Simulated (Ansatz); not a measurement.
# SiCNF2 (SMILES N#C[Si](F)F): UCCSD/aug-cc-pVDZ

Aim: the electronic atomisation energy of SiCNF2 at UCCSD/aug-cc-pVDZ, from 5 runs. 

Program for the calculation: Ansatz 0.2.0.

36 further runs of the same task are left out: 36 set aside as unsound or not needed.

### 1 The structure to begin with

SiCNF2 has 5 atoms, charge 0, and is taken as a doublet. SMILES: `N#C[Si](F)F`. The coordinates come from a PBE0-D4/def2-TZVP relaxation.

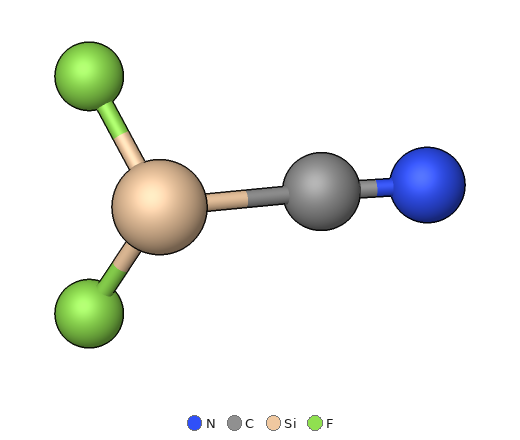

Viewed from a chosen angle; nitrogen blue, carbon grey, silicon light orange, fluorine green.

### 2 A single-point energy at UCCSD/aug-cc-pVDZ

File run.yaml:

```yaml
crystal:
  periodic: [false, false, false]
  atoms:
    - {symbol: N, position_ang: [1.426100, -1.103800, 1.364300]}
    - {symbol: C, position_ang: [0.743000, -0.566400, 0.607500]}
    - {symbol: Si, position_ang: [-0.192800, 0.214100, -0.773500]}
    - {symbol: F, position_ang: [-1.655600, -0.382400, -0.757500]}
    - {symbol: F, position_ang: [-0.270900, 1.764900, -0.482300]}
basis:
  gaussian:
    orbitals: aug-cc-pVDZ
magnetization:
  spin_polarized: true
  initial_magnetization: 1
correlation:
  method: ccsd
  frozen_orbitals: {C: 1, F: 1, "N": 1, Si: 5}
accuracy: high
scf:
  omitted_lower_state_checks: [cluster_reference, increment]
```

Launch:

```sh
$ ansatz run run.yaml --threads 1 --pin off --max-ram 3480MiB --events-out events.jsonl --progress --plain --runs-dir runs
```

The program printed:

```text
Warning: RAYON_NUM_THREADS=1 ignored (pool sized by the plan → 1); use --threads N
Functional definition: HF
  name "HF"
  exchange = exact_x
  correlation = 0
these checks for a lower state are left out or cut short: cluster_reference, increment
2327 factors; integrals over basis functions are off by at most 3.1e-9 eV
mean field evaluation 1: about -15784.5821 eV, gradient 3.1e1 eV
mean field evaluation 2: about -15784.5878 eV, gradient 3.1e1 eV
mean field evaluation 4: about -15789.0228 eV, gradient 3.9e0 eV
mean field evaluation 8: about -15789.1795 eV, gradient 2.7e-1 eV
mean field evaluation 16: about -15788.9615 eV, gradient 1.5e0 eV
mean field -15789.18149182 eV, -580.2417175329 hartree, gradient 3.5e-8 eV, S^2 0.759231; 2 other end points of the search recorded, 0 dependent functions left out
9 core orbitals not correlated: weight in the atoms' cores, before any rotation towards them, 1.000 or more for the frozen orbitals, at most 0.000 for the correlated occupied ones
reference -15789.18149182 eV, -580.2417175329 hartree; 14, 13 occupied and 96, 97 virtual orbitals, 2327 factors
second order -20.78325858 eV of doubles, -0.00000000 eV of singles
cycle   1  -20.33579255 eV  change    4.5e-1 eV  update   1.2e-1
cycle   2  -20.90197280 eV  change   -5.7e-1 eV  update   3.7e-2
cycle   3  -21.04881705 eV  change   -1.5e-1 eV  update   2.0e-2
cycle   4  -21.04967932 eV  change   -8.6e-4 eV  update   6.4e-3
cycle   5  -21.04740006 eV  change    2.3e-3 eV  update   3.3e-3
cycle   6  -21.04895199 eV  change   -1.6e-3 eV  update   1.3e-3
cycle   7  -21.04913360 eV  change   -1.8e-4 eV  update   6.5e-4
cycle   8  -21.04912011 eV  change    1.3e-5 eV  update   2.5e-4
cycle   9  -21.04911047 eV  change    9.6e-6 eV  update   9.3e-5
cycle  10  -21.04907383 eV  change    3.7e-5 eV  update   3.6e-5
cycle  11  -21.04906592 eV  change    7.9e-6 eV  update   1.7e-5
cycle  12  -21.04907491 eV  change   -9.0e-6 eV  update   7.4e-6
cycle  13  -21.04907864 eV  change   -3.7e-6 eV  update   3.0e-6
cycle  14  -21.04908104 eV  change   -2.4e-6 eV  update   1.3e-6
cycle  15  -21.04908212 eV  change   -1.1e-6 eV  update   6.3e-7
cycle  16  -21.04908210 eV  change    2.2e-8 eV  update   3.4e-7
cycle  17  -21.04908219 eV  change   -9.3e-8 eV  update   1.8e-7
cycle  18  -21.04908220 eV  change   -7.1e-9 eV  update   9.3e-8
cycle  19  -21.04908217 eV  change    3.2e-8 eV  update   5.3e-8
cycle  20  -21.04908220 eV  change   -3.7e-8 eV  update   3.5e-8
cycle  21  -21.04908253 eV  change   -3.3e-7 eV  update   1.2e-7
cycle  22  -21.04908253 eV  change    5.3e-9 eV  update   2.6e-8
cycle  23  -21.04908255 eV  change   -2.5e-8 eV  update   1.0e-8
cycle  24  -21.04908256 eV  change   -4.5e-9 eV  update   4.8e-9
cycle  25  -21.04908256 eV  change   -3.3e-9 eV  update   2.2e-9
cycle  26  -21.04908256 eV  change   -1.2e-9 eV  update  8.5e-10
Total energy: -15810.23057439 eV, -581.0152570495 hartree
Checks for a lower state left out: cluster_reference, increment
```

Wall time 48 s (1 thread of AMD EPYC 9R45 (Zen 5), shared host); peak memory 2.6 GiB.

### 3 The C atom, same level

File molecule.yaml:

```yaml
crystal:
  periodic: [false, false, false]
  atoms:
    - {symbol: C, position_ang: [0.000000, 0.000000, 0.000000]}
basis:
  gaussian: {orbitals: aug-cc-pVDZ}
magnetization: {spin_polarized: true, initial_magnetization: 2}
correlation: {method: ccsd, frozen_orbitals: {C: 1}}
accuracy: high
scf: {omitted_lower_state_checks: [cluster_reference, increment]}
```

Run the same way, it converges to -37.76360 Eh (log not shown).

### 4 The F atom

File molecule.yaml:

```yaml
crystal:
  periodic: [false, false, false]
  atoms:
    - {symbol: F, position_ang: [0.000000, 0.000000, 0.000000]}
basis:
  gaussian:
    orbitals: aug-cc-pVDZ
total_charge: 0
magnetization:
  spin_polarized: true
  initial_magnetization: 1
correlation:
  method: ccsd
  frozen_orbitals: {F: 1}
accuracy: high
scf:
  omitted_lower_state_checks: [cluster_reference, increment]
```

Run the same way, it converges to -99.54775 Eh (log not shown).

### 5 The N atom at the same level

File job.yaml:

```yaml
crystal:
  periodic: [false, false, false]
  atoms:
    - symbol: "N"
      position_ang: [0.000000, 0.000000, 0.000000]
basis:
  gaussian: {orbitals: aug-cc-pVDZ}
magnetization: {spin_polarized: true, initial_magnetization: 3}
correlation: {method: ccsd, frozen_orbitals: {"N": 1}}
accuracy: high
scf: {omitted_lower_state_checks: [cluster_reference, increment]}
```

Run the same way, it converges to -54.48571 Eh (log not shown).

### 6 The Si atom

File input.yaml:

```yaml
basis:
  gaussian: {orbitals: aug-cc-pVDZ}
crystal:
  periodic: [false, false, false]
  atoms:
    - {symbol: Si, position_ang: [0.000000, 0.000000, 0.000000]}
scf: {omitted_lower_state_checks: [cluster_reference, increment]}
magnetization: {spin_polarized: true, initial_magnetization: 2}
accuracy: high
correlation: {method: ccsd, frozen_orbitals: {Si: 5}}
```

Launch:

```sh
$ ansatz run input.yaml --threads 1 --pin off --max-ram 3480MiB --events-out events.jsonl --progress --plain --runs-dir runs
```

The program printed:

```text
Warning: RAYON_NUM_THREADS=1 ignored (pool sized by the plan → 1); use --threads N
Functional definition: HF
  name "HF"
  exchange = exact_x
  correlation = 0
these checks for a lower state are left out or cut short: cluster_reference, increment
231 factors; integrals over basis functions are off by at most 3.2e-9 eV
mean field evaluation 1: about -7859.7968 eV, gradient 3.7e0 eV
mean field evaluation 2: about -7859.7975 eV, gradient 3.7e0 eV
mean field evaluation 4: about -7860.0344 eV, gradient 1.4e-1 eV
mean field evaluation 8: about -7860.0344 eV, gradient 5.2e-9 eV
mean field evaluation 16: about -7860.0344 eV, gradient 9.1e-6 eV
mean field evaluation 32: about -7860.0337 eV, gradient 2.0e-1 eV
mean field -7860.03439494 eV, -288.8509362913 hartree, gradient 3.0e-8 eV, S^2 2.013621; 3 other end points of the search recorded, 0 dependent functions left out
5 core orbitals not correlated: weight in the atoms' cores, before any rotation towards them, 1.000 or more for the frozen orbitals, at most 0.000 for the correlated occupied ones
reference -7860.03439494 eV, -288.8509362913 hartree; 3, 1 occupied and 19, 21 virtual orbitals, 231 factors
second order -1.26625403 eV of doubles, -0.00000000 eV of singles
cycle   1  -1.62608654 eV  change   -3.6e-1 eV  update   5.8e-2
cycle   2  -1.78590556 eV  change   -1.6e-1 eV  update   2.3e-2
cycle   3  -1.79533486 eV  change   -9.4e-3 eV  update   6.1e-3
cycle   4  -1.79910808 eV  change   -3.8e-3 eV  update   1.2e-3
cycle   5  -1.79758491 eV  change    1.5e-3 eV  update   2.6e-4
cycle   6  -1.79829523 eV  change   -7.1e-4 eV  update   7.9e-5
cycle   7  -1.79813023 eV  change    1.6e-4 eV  update   1.9e-5
cycle   8  -1.79815409 eV  change   -2.4e-5 eV  update   3.3e-6
cycle   9  -1.79815276 eV  change    1.3e-6 eV  update   6.0e-7
cycle  10  -1.79815285 eV  change   -8.9e-8 eV  update   1.8e-7
cycle  11  -1.79815281 eV  change    4.1e-8 eV  update   3.7e-8
cycle  12  -1.79815284 eV  change   -2.6e-8 eV  update   2.0e-8
cycle  13  -1.79815282 eV  change    1.8e-8 eV  update   2.7e-8
cycle  14  -1.79815282 eV  change  -8.9e-10 eV  update   9.1e-9
cycle  15  -1.79815282 eV  change  -8.0e-10 eV  update   1.9e-9
cycle  16  -1.79815282 eV  change  -3.3e-10 eV  update  6.4e-10
cycle  17  -1.79815282 eV  change   2.4e-11 eV  update  1.4e-10
Total energy: -7861.83254776 eV, -288.9170171885 hartree
Checks for a lower state left out: cluster_reference, increment
```

It took 0.16 s on 1 thread of AMD EPYC 9R45 (Zen 5), shared host.

### 7 What came out

At UCCSD/aug-cc-pVDZ, 9 core orbitals frozen:

```
                                             quantity          value
                               molecule: total energy  -581.01526 Eh
molecule: correlation energy (9 core orbitals frozen)     -773.5 mEh
          molecule: ⟨S²⟩ of the reference determinant          0.759
                              molecule: T1 diagnostic          0.017
                                 C atom: total energy   -37.76360 Eh
   C atom: correlation energy (1 core orbital frozen)      -75.8 mEh
            C atom: ⟨S²⟩ of the reference determinant          2.010
                                C atom: T1 diagnostic          0.010
                                 F atom: total energy   -99.54775 Eh
   F atom: correlation energy (1 core orbital frozen)     -166.7 mEh
            F atom: ⟨S²⟩ of the reference determinant          0.754
                                F atom: T1 diagnostic          0.010
                                 N atom: total energy   -54.48571 Eh
   N atom: correlation energy (1 core orbital frozen)      -92.5 mEh
            N atom: ⟨S²⟩ of the reference determinant          3.757
                                N atom: T1 diagnostic          0.008
                                Si atom: total energy  -288.91702 Eh
 Si atom: correlation energy (5 core orbitals frozen)      -66.1 mEh
           Si atom: ⟨S²⟩ of the reference determinant          2.014
                               Si atom: T1 diagnostic          0.011
                        electronic atomisation energy      20.502 eV
```

What this shows: Taking the molecule apart into free atoms costs 20.50 eV (1978 kJ/mol), before zero-point energy and without spin-orbit coupling.
